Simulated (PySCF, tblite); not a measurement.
# C7H13B: geometry, infrared bands, NMR shifts, electronic excitations and core binding energies, part 2 of 2

tblite 0.8.0 and PySCF 2.14.0. Atoms count from 0.

### 6 Ultraviolet spectrum: B3LYP/def2-SVPD

What the job is given:

```
{"job": {"kind": "uv", "xc": "B3LYP", "basis": "def2-SVPD", "ip": true}, "charge": 0, "multiplicity": 1}
B      1.884226     1.019471    -0.887800
C      1.282654    -0.395155    -0.714361
C      0.312138    -1.008908    -1.749519
C     -0.709055    -1.287338    -0.624497
C     -1.894025    -0.320540    -0.547303
C     -1.330859     0.937860     0.119089
C     -0.369909     0.376359     1.166473
C      0.312866    -0.779015     0.442040
H      2.205554     1.689354     0.069749
H      2.129106     1.445236    -1.996784
H      2.239696    -0.966137    -0.646636
H      0.686294    -1.919069    -2.240317
H     -0.039296    -0.319661    -2.534421
H     -1.019420    -2.339256    -0.546152
H     -2.679859    -0.749878     0.096786
H     -2.352427    -0.130094    -1.531244
H     -2.107594     1.594194     0.540286
H     -0.776992     1.548321    -0.619275
H      0.337311     1.121147     1.562949
H     -0.945153    -0.016533     2.022165
H      0.712416    -1.540347     1.127528
```

Method: TDDFT B3LYP/def2-SVPD, vertical, gas phase, core orbitals frozen in the response.

Output:

```text
coarse grid: 16752 points
cycle   1  E = -299.0479623636  dE =  7.243e-01  |g| = 4.633e-01  |ddm| = 8.866e+00
cycle   2  E = -298.9988144239  dE =  4.915e-02  |g| = 6.473e-01  |ddm| = 2.351e+00
cycle   3  E = -299.1099204037  dE = -1.111e-01  |g| = 6.752e-02  |ddm| = 1.537e+00
cycle   4  E = -299.1108698579  dE = -9.495e-04  |g| = 2.397e-02  |ddm| = 3.867e-01
cycle   5  E = -299.1109929005  dE = -1.230e-04  |g| = 9.198e-03  |ddm| = 7.049e-02
cycle   6  E = -299.1110134079  dE = -2.051e-05  |g| = 1.114e-03  |ddm| = 2.761e-02
cycle   7  E = -299.1110137567  dE = -3.488e-07  |g| = 2.941e-04  |ddm| = 4.740e-03
final grid: 159504 points
cycle   8  E = -299.1770321905  dE = -8.016e-05  |g| = 5.910e-03  |ddm| = 3.077e-01
cycle   9  E = -299.1770227196  dE =  9.471e-06  |g| = 8.519e-03  |ddm| = 3.403e-02
cycle  10  E = -299.1770417020  dE = -1.898e-05  |g| = 5.974e-04  |ddm| = 2.041e-02
cycle  11  E = -299.1770417802  dE = -7.816e-08  |g| = 2.166e-04  |ddm| = 3.642e-03
cycle  12  E = -299.1770417908  dE = -1.065e-08  |g| = 6.287e-05  |ddm| = 6.025e-04
cycle  13  E = -299.1770417917  dE = -9.247e-10  |g| = 1.304e-05  |ddm| = 2.279e-04
converged SCF energy = -299.1770417917

Static polarisability (au): isotropic 91.430, principal 84.252 92.284 97.754

Singlet excitations
state   eV       nm        f      main configurations
  1   5.1498    240.8   0.00093   H->L 0.95
  2   5.3737    230.7   0.00283   H-1->L 0.90
  3   5.9840    207.2   0.02538   H-2->L 0.96
  4   6.0467    205.0   0.00078   H-3->L 0.79, H-1->L 0.09
  5   6.6224    187.2   0.01447   H-4->L 0.60, H-5->L 0.21, H-3->L 0.14
  6   6.8636    180.6   0.00809   H-5->L 0.70, H-4->L 0.28
  7   7.0481    175.9   0.00131   H-6->L 0.93
  8   7.2100    172.0   0.00065   H->L+1 0.97
  9   7.3583    168.5   0.01089   H-1->L+1 0.97
 10   7.4284    166.9   0.00046   H-7->L 0.94

Triplet excitations (Tamm-Dancoff, eV): 4.7659 5.0073 5.6132 5.8354
Vertical ionisation energy (delta-SCF) = 9.7900 eV
Vertical electron affinity (delta-SCF) = -0.5012 eV
```

Wall time 7.6 min (1 thread of Arm Neoverse V1, shared host); peak memory 1.1 GiB.

Frontier orbitals and where they lie:

| orbital | eV | atoms |
| --- | --- | --- |
| HOMO−3 | -8.51 | C3 17 %, C2 13 %, C7 11 % |
| HOMO−2 | -8.26 | C1 16 %, C2 12 %, C4 12 % |
| HOMO−1 | -7.92 | C7 20 %, C1 16 %, C2 16 % |
| HOMO | -7.79 | C1 20 %, C3 15 %, B0 15 % |
| LUMO | -1.41 | B0 50 %, C1 12 %, H9 10 % |
| LUMO+1 | 0.33 | B0 15 %, H10 9 %, H20 9 % |
| LUMO+2 | 0.88 | B0 40 %, H9 7 %, H13 7 % |

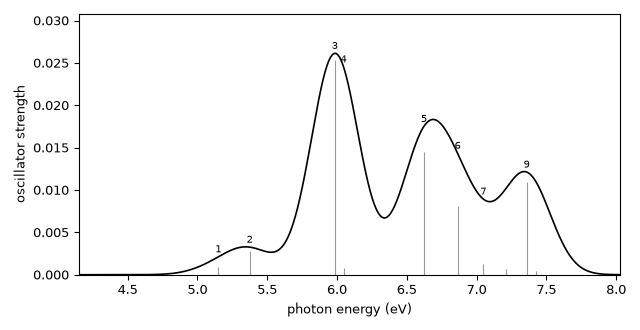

Absorption spectrum from the 10 singlet states computed; above the last one it falls off for lack of states. Lines are broadened to a width of 0.40 eV (Gaussian).

Ground-state properties from the same run:

| property | computed |
| --- | --- |
| dipole moment (D) | 0.96 |
| polarisability (Å³) | 13.55 |
| HOMO–LUMO gap (eV) | 6.37 |
| −ε(HOMO) (eV) | 7.79 |

### 7 NMR shieldings: CAM-B3LYP/pcSseg-1

The job, as its differences from that of step 6:

```diff
@@ -1,2 +1,2 @@
-{"job": {"kind": "uv", "xc": "B3LYP", "basis": "def2-SVPD", "ip": true}, "charge": 0, "multiplicity": 1}
+{"job": {"kind": "nmr", "xc": "CAM-B3LYP", "basis": "pcSseg-1", "pop": false}, "charge": 0, "multiplicity": 1}
 B      1.884226     1.019471    -0.887800
```

Method: GIAO CAM-B3LYP/pcSseg-1 NMR shielding, non-relativistic, gas phase.

Output:

```text
coarse grid: 16752 points
cycle   1  E = -299.0462752953  dE =  1.182e+00  |g| = 3.287e-01  |ddm| = 4.014e+00
cycle   2  E = -299.0599208856  dE = -1.365e-02  |g| = 2.777e-01  |ddm| = 5.443e-01
cycle   3  E = -299.0787551865  dE = -1.883e-02  |g| = 5.138e-02  |ddm| = 3.022e-01
cycle   4  E = -299.0793776103  dE = -6.224e-04  |g| = 1.337e-02  |ddm| = 6.027e-02
cycle   5  E = -299.0794159618  dE = -3.835e-05  |g| = 4.348e-03  |ddm| = 1.499e-02
cycle   6  E = -299.0794204649  dE = -4.503e-06  |g| = 4.732e-04  |ddm| = 4.043e-03
final grid: 159504 points
cycle   7  E = -299.1490408155  dE = -4.248e-05  |g| = 4.275e-03  |ddm| = 2.261e-02
cycle   8  E = -299.1490406902  dE =  1.254e-07  |g| = 4.529e-03  |ddm| = 8.240e-03
cycle   9  E = -299.1490456719  dE = -4.982e-06  |g| = 2.504e-04  |ddm| = 4.106e-03
cycle  10  E = -299.1490456852  dE = -1.328e-08  |g| = 1.491e-04  |ddm| = 4.457e-04
cycle  11  E = -299.1490456903  dE = -5.071e-09  |g| = 3.130e-05  |ddm| = 1.514e-04
cycle  12  E = -299.1490456906  dE = -2.813e-10  |g| = 5.778e-06  |ddm| = 3.903e-05
converged SCF energy = -299.1490456906

GIAO shielding tensors (ppm)
atom      isotropic    diamagn.    paramagn.     s11        s22        s33       span
  0 B        6.046     190.855    -184.809    -79.668    -24.707    122.513    202.181
  1 C      137.112     251.691    -114.579    112.283    139.298    159.756     47.474
  2 C      149.331     248.863     -99.532    128.300    150.126    169.566     41.265
  3 C      145.369     250.489    -105.120    124.434    149.571    162.102     37.668
  4 C      145.858     245.959    -100.102    127.117    150.172    160.285     33.168
  5 C      156.695     246.991     -90.296    132.667    161.119    176.299     43.632
  6 C      149.470     245.285     -95.814    131.064    157.280    160.067     29.004
  7 C      137.349     245.792    -108.444    111.143    145.197    155.707     44.564
  8 H       23.725      29.238      -5.513     15.546     25.909     29.720     14.174
  9 H       23.678      28.644      -4.966     16.246     26.210     28.579     12.333
 10 H       29.677      29.885      -0.208     25.054     29.169     34.807      9.753
 11 H       28.750      29.944      -1.194     25.851     26.084     34.316      8.465
 12 H       29.661      30.670      -1.009     26.252     27.746     34.987      8.735
 13 H       28.964      31.691      -2.728     24.530     27.784     34.577     10.047
 14 H       30.002      29.812       0.191     24.963     27.506     37.538     12.575
 15 H       29.915      29.228       0.687     26.191     27.228     36.327     10.136
 16 H       29.815      29.258       0.556     25.214     26.964     37.267     12.053
 17 H       30.472      31.167      -0.694     27.475     28.319     35.623      8.148
 18 H       29.319      30.485      -1.167     25.229     26.374     36.353     11.125
 19 H       30.137      30.489      -0.352     25.346     27.529     37.537     12.191
 20 H       28.282      31.805      -3.523     24.194     27.686     32.967      8.773
```

It took 41 s on 1 thread of Arm Neoverse V1, shared host; peak memory 1.1 GiB.

In short: δ C1 45.3, C7 45.1, C3 37.1, C4 36.6, H8 7.63, H20 3.05 ppm (means over like atoms).

### 8 Core-electron binding energies: SCAN, X2C

The job, as its differences from that of step 7:

```diff
@@ -1,2 +1,2 @@
-{"job": {"kind": "nmr", "xc": "CAM-B3LYP", "basis": "pcSseg-1", "pop": false}, "charge": 0, "multiplicity": 1}
+{"job": {"kind": "xps"}, "charge": 0, "multiplicity": 1}
 B      1.884226     1.019471    -0.887800
```

Level: delta-SCF UKS SCAN, pcX-2 on the ionised atom, pcseg-1 elsewhere, spin-free X2C.

Output:

```text
ground state, core basis on atom 0 (B), 208 functions
  cycle   1  E = -299.17262012  |g| = 5.61e-01
  cycle   2  E = -299.06816520  |g| = 8.46e-01
  cycle   3  E = -299.26287502  |g| = 9.56e-02
  cycle   4  E = -299.26487301  |g| = 3.12e-02
  cycle   5  E = -299.26508902  |g| = 1.26e-02
  cycle   6  E = -299.26512715  |g| = 2.28e-03
  cycle   7  E = -299.26512964  |g| = 7.27e-04
  cycle   8  E = -299.26512731  |g| = 2.48e-04
  E(ground) = -299.28470507 Eh
hole in B 1s of atom 0
  cycle   1  E = -291.65913613  |g| = 1.15e+00
  cycle   2  E = -289.69151903  |g| = 1.98e+00
  cycle   3  E = -291.87889241  |g| = 5.44e-01
  cycle   4  E = -292.03364403  |g| = 2.87e-01
  cycle   5  E = -292.07364257  |g| = 9.24e-02
  cycle   6  E = -292.07719570  |g| = 5.31e-02
  cycle   7  E = -292.07879004  |g| = 1.46e-02
  cycle   8  E = -292.07901914  |g| = 1.64e-02
  cycle   9  E = -292.07924273  |g| = 1.19e-02
  cycle  10  E = -292.07937929  |g| = 9.04e-03
  cycle  11  E = -292.07945482  |g| = 5.81e-03
  cycle  12  E = -292.07948429  |g| = 2.30e-03
  cycle  13  E = -292.07948828  |g| = 8.85e-04
  cycle  14  E = -292.07948861  |g| = 5.61e-04
  cycle  15  E = -292.07948832  |g| = 1.52e-04
  E(ion) = -292.09878729 Eh   <S^2> = 0.9969   hole on atom = 1.000   binding energy = 195.539 eV
ground state, core basis on atom 1 (C), 208 functions
  cycle   1  E = -299.27486203  |g| = 5.77e-02
  cycle   2  E = -299.27482208  |g| = 2.01e-02
  cycle   3  E = -299.27479451  |g| = 2.24e-02
  cycle   4  E = -299.27492296  |g| = 1.80e-03
  cycle   5  E = -299.27492193  |g| = 5.59e-04
  cycle   6  E = -299.27492174  |g| = 5.91e-05
  E(ground) = -299.29284451 Eh
hole in C 1s of atom 1
  cycle   1  E = -288.04394837  |g| = 1.52e+00
  cycle   2  E = -287.12951261  |g| = 1.99e+00
  cycle   3  E = -288.56906386  |g| = 3.61e-01
  cycle   4  E = -288.61978260  |g| = 1.03e-01
  cycle   5  E = -288.62365407  |g| = 4.64e-02
  cycle   6  E = -288.62461243  |g| = 9.70e-03
  cycle   7  E = -288.62466096  |g| = 4.91e-03
  cycle   8  E = -288.62467647  |g| = 1.78e-03
  cycle   9  E = -288.62467884  |g| = 1.06e-03
  cycle  10  E = -288.62467948  |g| = 4.06e-04
  E(ion) = -288.64115482 Eh   <S^2> = 0.7707   hole on atom = 1.000   binding energy = 289.847 eV
ground state, core basis on atom 2 (C), 208 functions
  cycle   1  E = -299.27532557  |g| = 5.86e-02
  cycle   2  E = -299.27524567  |g| = 2.65e-02
  cycle   3  E = -299.27528561  |g| = 2.32e-02
  cycle   4  E = -299.27541982  |g| = 1.10e-03
  cycle   5  E = -299.27541921  |g| = 3.26e-04
  E(ground) = -299.29292910 Eh
hole in C 1s of atom 2
  cycle   1  E = -288.03765190  |g| = 1.52e+00
  cycle   2  E = -287.15447915  |g| = 1.97e+00
  cycle   3  E = -288.56201019  |g| = 3.51e-01
  cycle   4  E = -288.60912077  |g| = 1.09e-01
  cycle   5  E = -288.61367902  |g| = 4.97e-02
  cycle   6  E = -288.61476052  |g| = 9.28e-03
  cycle   7  E = -288.61481067  |g| = 4.39e-03
  cycle   8  E = -288.61482470  |g| = 1.84e-03
  cycle   9  E = -288.61482825  |g| = 1.12e-03
  cycle  10  E = -288.61482968  |g| = 3.17e-04
  E(ion) = -288.63174317 Eh   <S^2> = 0.7716   hole on atom = 1.000   binding energy = 290.106 eV
ground state, core basis on atom 3 (C), 208 functions
  cycle   1  E = -299.27610246  |g| = 5.99e-02
  cycle   2  E = -299.27601150  |g| = 2.90e-02
  cycle   3  E = -299.27608234  |g| = 2.34e-02
  cycle   4  E = -299.27621970  |g| = 1.84e-03
  cycle   5  E = -299.27622093  |g| = 4.62e-04
  E(ground) = -299.29413806 Eh
hole in C 1s of atom 3
  cycle   1  E = -288.03440259  |g| = 1.52e+00
  cycle   2  E = -286.99227232  |g| = 2.08e+00
  cycle   3  E = -288.55969646  |g| = 3.67e-01
  cycle   4  E = -288.61255339  |g| = 1.02e-01
  cycle   5  E = -288.61637482  |g| = 4.52e-02
  cycle   6  E = -288.61730100  |g| = 9.85e-03
  cycle   7  E = -288.61735954  |g| = 3.93e-03
  cycle   8  E = -288.61737131  |g| = 2.29e-03
  cycle   9  E = -288.61737629  |g| = 1.18e-03
  cycle  10  E = -288.61737717  |g| = 2.78e-04
  E(ion) = -288.63437853 Eh   <S^2> = 0.7728   hole on atom = 1.000   binding energy = 290.067 eV
ground state, core basis on atom 4 (C), 208 functions
  cycle   1  E = -299.27513532  |g| = 5.84e-02
  cycle   2  E = -299.27508734  |g| = 2.31e-02
  cycle   3  E = -299.27511330  |g| = 2.08e-02
  cycle   4  E = -299.27521973  |g| = 1.06e-03
  cycle   5  E = -299.27522106  |g| = 3.54e-04
  E(ground) = -299.29270913 Eh
hole in C 1s of atom 4
  cycle   1  E = -288.03718717  |g| = 1.51e+00
  cycle   2  E = -287.23777590  |g| = 1.92e+00
  cycle   3  E = -288.55920490  |g| = 3.43e-01
  cycle   4  E = -288.60339361  |g| = 1.05e-01
  cycle   5  E = -288.60765570  |g| = 4.87e-02
  cycle   6  E = -288.60875510  |g| = 8.89e-03
  cycle   7  E = -288.60879591  |g| = 4.88e-03
  cycle   8  E = -288.60880937  |g| = 2.16e-03
  cycle   9  E = -288.60881231  |g| = 1.05e-03
  cycle  10  E = -288.60881247  |g| = 4.08e-04
  E(ion) = -288.62537071 Eh   <S^2> = 0.7700   hole on atom = 1.000   binding energy = 290.273 eV
ground state, core basis on atom 5 (C), 208 functions
  cycle   1  E = -299.27530143  |g| = 5.83e-02
  cycle   2  E = -299.27525584  |g| = 2.29e-02
  cycle   3  E = -299.27528014  |g| = 2.03e-02
  cycle   4  E = -299.27538204  |g| = 1.13e-03
  cycle   5  E = -299.27538166  |g| = 3.46e-04
  E(ground) = -299.29294837 Eh
hole in C 1s of atom 5
  cycle   1  E = -288.03442412  |g| = 1.51e+00
  cycle   2  E = -287.25379763  |g| = 1.91e+00
  cycle   3  E = -288.55840478  |g| = 3.37e-01
  cycle   4  E = -288.60210683  |g| = 8.72e-02
  cycle   5  E = -288.60466879  |g| = 4.59e-02
  cycle   6  E = -288.60567405  |g| = 1.05e-02
  cycle   7  E = -288.60572427  |g| = 5.30e-03
  cycle   8  E = -288.60574102  |g| = 1.86e-03
  cycle   9  E = -288.60574289  |g| = 8.46e-04
  cycle  10  E = -288.60574288  |g| = 3.22e-04
  E(ion) = -288.62222110 Eh   <S^2> = 0.7693   hole on atom = 1.000   binding energy = 290.365 eV
ground state, core basis on atom 6 (C), 208 functions
  cycle   1  E = -299.27492721  |g| = 5.86e-02
  cycle   2  E = -299.27486963  |g| = 2.48e-02
  cycle   3  E = -299.27491331  |g| = 2.11e-02
  cycle   4  E = -299.27502074  |g| = 1.59e-03
  cycle   5  E = -299.27501884  |g| = 3.63e-04
  E(ground) = -299.29260744 Eh
hole in C 1s of atom 6
  cycle   1  E = -288.03846599  |g| = 1.52e+00
  cycle   2  E = -287.20029705  |g| = 1.94e+00
  cycle   3  E = -288.55833139  |g| = 3.50e-01
  cycle   4  E = -288.60351080  |g| = 1.22e-01
  cycle   5  E = -288.60968347  |g| = 5.22e-02
  cycle   6  E = -288.61092469  |g| = 7.04e-03
  cycle   7  E = -288.61095380  |g| = 3.52e-03
  cycle   8  E = -288.61096110  |g| = 1.61e-03
  cycle   9  E = -288.61096320  |g| = 9.23e-04
  cycle  10  E = -288.61096418  |g| = 3.66e-04
  E(ion) = -288.62762311 Eh   <S^2> = 0.7691   hole on atom = 1.000   binding energy = 290.209 eV
ground state, core basis on atom 7 (C), 208 functions
  cycle   1  E = -299.27603877  |g| = 5.99e-02
  cycle   2  E = -299.27597086  |g| = 2.74e-02
  cycle   3  E = -299.27603601  |g| = 2.19e-02
  cycle   4  E = -299.27615446  |g| = 2.11e-03
  cycle   5  E = -299.27615606  |g| = 5.55e-04
  cycle   6  E = -299.27615600  |g| = 7.61e-05
  E(ground) = -299.29387813 Eh
hole in C 1s of atom 7
  cycle   1  E = -288.03163899  |g| = 1.52e+00
  cycle   2  E = -286.90162243  |g| = 2.13e+00
  cycle   3  E = -288.55754684  |g| = 3.71e-01
  cycle   4  E = -288.61163689  |g| = 1.12e-01
  cycle   5  E = -288.61638202  |g| = 4.93e-02
  cycle   6  E = -288.61745451  |g| = 9.83e-03
  cycle   7  E = -288.61751580  |g| = 4.42e-03
  cycle   8  E = -288.61752923  |g| = 2.32e-03
  cycle   9  E = -288.61753338  |g| = 1.24e-03
  cycle  10  E = -288.61753583  |g| = 3.36e-04
  E(ion) = -288.63435463 Eh   <S^2> = 0.7737   hole on atom = 1.000   binding energy = 290.060 eV
```

Wall time 2.5 min (1 thread of Arm Neoverse V1, shared host); peak memory 0.68 GiB.

Binding energies by hole, beside the orbital energy of the ground state; the difference holds orbital relaxation and, for a density functional, its self-interaction error:

| hole | stands for | environment | ΔSCF (eV) | −ε (eV) | ⟨S²⟩ |
| --- | --- | --- | --- | --- | --- |
| B1s on B0 | B0 | boron bonded to C, 2 H | 195.54 (doubtful) | 180.1 | 0.997 |
| C1s on C1 | C1 | sp3 CH bonded to B | 289.85 | 273.3 | 0.771 |
| C1s on C2 | C2 | sp3 CH2 in a ring | 290.11 | 273.4 | 0.772 |
| C1s on C3 | C3 | sp3 CH in a ring | 290.07 | 273.6 | 0.773 |
| C1s on C4 | C4 | sp3 CH2 in a ring | 290.27 | 273.5 | 0.770 |
| C1s on C5 | C5 | sp3 CH2 in a ring | 290.37 | 273.5 | 0.769 |
| C1s on C6 | C6 | sp3 CH2 in a ring | 290.21 | 273.4 | 0.769 |
| C1s on C7 | C7 | sp3 CH in a ring | 290.06 | 273.6 | 0.774 |

Doubtful: the ion did not converge, its hole moved, or its ⟨S²⟩ is well above 0.75.

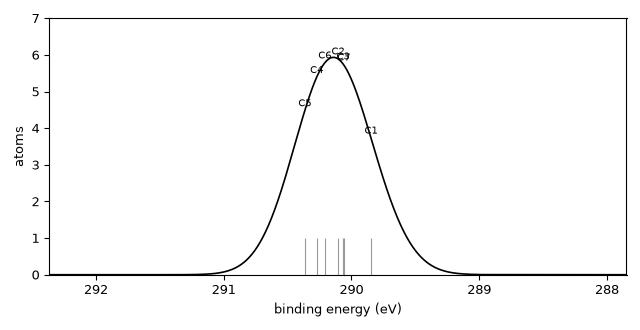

The C1s photoelectron lines, weighted by the number of atoms. Lines are broadened to a width of 0.60 eV (Gaussian).

### 9 Comparing the runs: NMR shifts

Shifts (ppm) of some atoms, chosen among heavy atoms and hydrogens apart, with basis size and wall time:

| run | C7 | C1 | C3 | C2 | H20 | H10 | B0 | functions | time |
| --- | --- | --- | --- | --- | --- | --- | --- | --- | --- |
| PBE0/pcSseg-1 | 46.3 | 45.8 | 37.3 | 33.8 | 3.18 | 1.79 | 89.7 | 201 | 42 s |
| CAM-B3LYP/pcSseg-1 | 45.1 | 45.3 | 37.1 | 33.1 | 3.05 | 1.65 | 93.3 | 201 | 41 s |

### 10 Results

The summary covers parts 1 to 2.

| quantity | value |
| --- | --- |
| strongest single infrared mode (GFN2-xTB) | 2663 cm⁻¹, 136 km/mol |
| zero-point energy (GFN2-xTB) | 115.1 kcal/mol |
| point group | C1 |
| rotational constants (main isotopes) | 2.99, 2.15, 1.73 GHz |
| ¹³C shifts against TMS (PBE0/pcSseg-1) | 46.3, 45.8, 37.3, 36.7, 33.8, 33.1, 25.8 ppm |
| ¹H shifts against TMS (PBE0/pcSseg-1, means over atoms taken as alike) | 7.74, 3.18, 2.64, 2.41, 2.07, 1.79, 1.74, 1.54, 1.45, 1.35, 1.22, 0.93 ppm |
| ¹¹B shifts against BF3·OEt2 (PBE0/pcSseg-1) | 89.7 ppm |
| lowest singlet (B3LYP/def2-SVPD) | 5.15 eV (241 nm), f = 0.001 |
| brightest single state of those computed | state 3, 5.98 eV, f = 0.025 |
| lowest triplet | 4.77 eV |
| vertical ionisation energy (ΔSCF) | 9.79 eV |
| vertical electron affinity (ΔSCF) | -0.50 eV (unbound: the value hangs on the basis) |
| C1s binding energies, SCAN/pcX-2 | C5 290.37, C4 290.27, C6 290.21, C2 290.11, C3 290.07, C7 290.06, C1 289.85 eV |
| range of the shift of B0 | 89.7 to 93.3 ppm |

Over 68 steps the energy fell by 0.249 eV; of the close pairs, B0–C1 changed most, 1.603 to 1.563 Å (GFN2-xTB). All 57 modes are real, so the xTB geometry is a minimum. The strongest single mode, at 2663 cm⁻¹, moves mainly H8 and H9. GFN2-xTB is a fitted tight-binding method: band positions and strengths are rough. Its intensities can rank the bands wrongly. Relaxing lowered the energy by 0.172 eV in 8 steps; the close pair that moved most is C2–C3, from 1.505 to 1.545 Å (PBE0/def2-SVP). At PBE0/pcSseg-1: The widest tensor belongs to B0: span 198 ppm, with a paramagnetic part of -180 ppm. The first singlet state (HOMO→LUMO 0.95) lies at 5.15 eV and is dark; of the 10 states computed, the strongest absorption comes from state 3 at 5.98 eV. The lowest triplet lies 0.38 eV below the lowest singlet (triplets in Tamm-Dancoff, singlets in full TDDFT). The orbital energy would give 7.79 eV for ionisation, ΔSCF gives 9.79 eV. The C1s levels kept as sound span 0.52 eV, from C1 (sp3 CH bonded to B) up to C5 (sp3 CH2 in a ring). Across the 2 runs the shift of B0 moves most, between 89.7 (PBE0/pcSseg-1) and 93.3 ppm (CAM-B3LYP/pcSseg-1).
